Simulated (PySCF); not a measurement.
# GeH4O2 (SMILES [OH][GeH2][OH]): r2SCAN/def2-SVP

What is the vertical ionisation energy of GeH4O2 at r2SCAN/def2-SVP? 

Program for the calculation: PySCF 2.14.0.

### Step 1. The system as given

GeH4O2 has 7 atoms, charge 0, and is taken as a singlet. As SMILES, `[OH][GeH2][OH]`. The shape is that of a PBE0-D4/def2-TZVP optimisation. This is one conformer, not always the lowest.

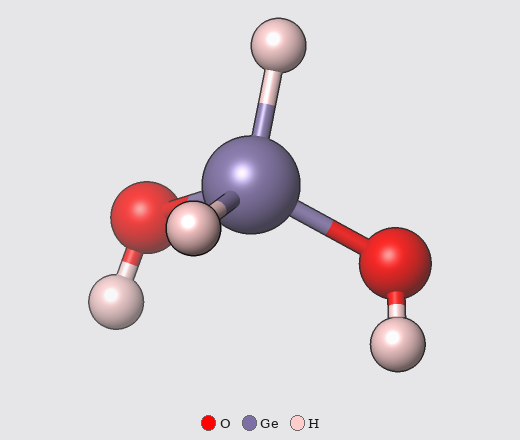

The structure, seen from a chosen angle (oxygen red, germanium purple, hydrogen pink).

### Step 2. The energy at r2SCAN/def2-SVP

calc.py

```python
from pyscf import gto, dft

system = gto.Mole()
system.atom = '''
O     -1.491300    -0.416000    -0.173900
Ge     0.023500     0.377000     0.305300
O      1.347400    -0.798900     0.400600
H     -1.634900    -0.418700    -1.122100
H      0.363400     1.460500    -0.739100
H     -0.172500     0.863100     1.737300
H      1.625600    -1.135200    -0.453800
'''
system.verbose = 3
system.max_memory = 1860
system.charge = 0
system.basis = 'def2-svp'
system.build()

myscf = dft.RKS(system)
myscf.xc = 'r2scan'
myscf.conv_tol = 1e-10
myscf.grids.level = 4
myscf.kernel()
if not myscf.converged:
    myscf = myscf.newton().run(myscf.mo_coeff, myscf.mo_occ)

etot = myscf.e_tot
print('Final energy', etot)
```

Launch:

```sh
$ OMP_NUM_THREADS=1 python calc.py
```

Output:

```text
converged SCF energy = -2229.4275205726
Final energy -2229.4275205726044
```

It took 23 s on 1 thread of Arm Neoverse V1, shared host; peak memory 0.41 GiB.

### Step 3. The doublet cation at the same level

input.py

```python
from pyscf import gto, dft

mol = gto.Mole()
mol.atom = '''
O     -2.818149    -0.786126    -0.328623
Ge     0.044409     0.712427     0.576933
O      2.546217    -1.509702     0.757024
H     -3.089513    -0.791228    -2.120462
H      0.686726     2.759945    -1.396697
H     -0.325978     1.631023     3.283021
H      3.071939    -2.145217    -0.857558
'''
mol.basis = 'def2-svp'
mol.charge = 1
mol.verbose = 4
mol.unit = 'bohr'
mol.max_memory = 1860
mol.spin = 1
mol.build()

ks = dft.UKS(mol, xc='r2scan')
ks.grids.level = 4
ks.conv_tol = 1e-10
ks.kernel()
if not ks.converged:
    ks = ks.newton().run(ks.mo_coeff, ks.mo_occ)

energy = ks.e_tot
print('Final energy', energy)
```

Launch:

```sh
$ OMP_NUM_THREADS=1 python input.py
```

Output:

```text
PySCF version 2.14.0

[INPUT] num. atoms = 7
[INPUT] num. electrons = 51
[INPUT] charge = 1
[INPUT] spin (= nelec alpha-beta = 2S) = 1
[INPUT] symmetry False subgroup None
[INPUT] Mole.unit = bohr
[INPUT] Symbol           X                Y                Z      unit          X                Y                Z       unit  Magmom
[INPUT]  1 O     -1.491300227777  -0.415999964112  -0.173899802584 AA   -2.818149000000  -0.786126000000  -0.328623000000 Bohr   0.0
[INPUT]  2 Ge     0.023500230760   0.377000132844   0.305299795828 AA    0.044409000000   0.712427000000   0.576933000000 Bohr   0.0
[INPUT]  3 O      1.347400010457  -0.798899893680   0.400599848920 AA    2.546217000000  -1.509702000000   0.757024000000 Bohr   0.0
[INPUT]  4 H     -1.634899872441  -0.418699826242  -1.122100167022 AA   -3.089513000000  -0.791228000000  -2.120462000000 Bohr   0.0
[INPUT]  5 H      0.363399749346   1.460499997393  -0.739100222960 AA    0.686726000000   2.759945000000  -1.396697000000 Bohr   0.0
[INPUT]  6 H     -0.172500128861   0.863100202086   1.737299896172 AA   -0.325978000000   1.631023000000   3.283021000000 Bohr   0.0
[INPUT]  7 H      1.625600112136  -1.135199948878  -0.453800150642 AA    3.071939000000  -2.145217000000  -0.857558000000 Bohr   0.0

nuclear repulsion = 219.67948963324
number of shells = 36
number of NR pGTOs = 150
number of NR cGTOs = 80
basis = def2-svp
ecp = {}

******** <class 'pyscf.dft.uks.UKS'> ********
method = UKS
initial guess = minao
damping factor = 0
level_shift factor = 0
DIIS = <class 'pyscf.scf.diis.CDIIS'>
diis_start_cycle = 1
diis_space = 8
diis_damp = 0
SCF conv_tol = 1e-10
SCF conv_tol_grad = None
SCF max_cycles = 50
direct_scf = True
direct_scf_tol = 1e-13
number electrons alpha = 26  beta = 25
XC library pyscf.dft.libxc version 7.0.0
[... 21 lines left out ...]
WARN: HOMO -0.347845862051109 >= LUMO -0.34784586205111
[... 78 lines left out ...]
converged SCF energy = -2229.03520750416  <S^2> = 0.75879655  2S+1 = 2.0087773
Final energy -2229.0352075041624
```

Wall time 86 s (1 thread of Arm Neoverse V1, shared host); peak memory 0.46 GiB.

### Step 4. Results

At r2SCAN/def2-SVP:

```
                                          quantity           value
                      singlet GeH4O2: total energy  -2229.42752 Eh
                     singlet GeH4O2: dipole moment          2.65 D
                       singlet GeH4O2: HOMO energy        -7.18 eV
                       singlet GeH4O2: LUMO energy         0.42 eV
                     singlet GeH4O2: HOMO–LUMO gap         7.60 eV
                      doublet cation: total energy  -2229.03521 Eh
doublet cation: HOMO energy (highest over α and β)       -14.46 eV
 doublet cation: LUMO energy (lowest over α and β)       -14.05 eV
                              doublet cation: ⟨S²⟩           0.759
vertical ionisation energy (to the doublet cation)       10.675 eV
```

In words: Removing an electron at fixed nuclei costs 10.68 eV (1030 kJ/mol). −ε(HOMO) before ionisation, 7.18 eV, is 3.50 eV below this ionisation energy.
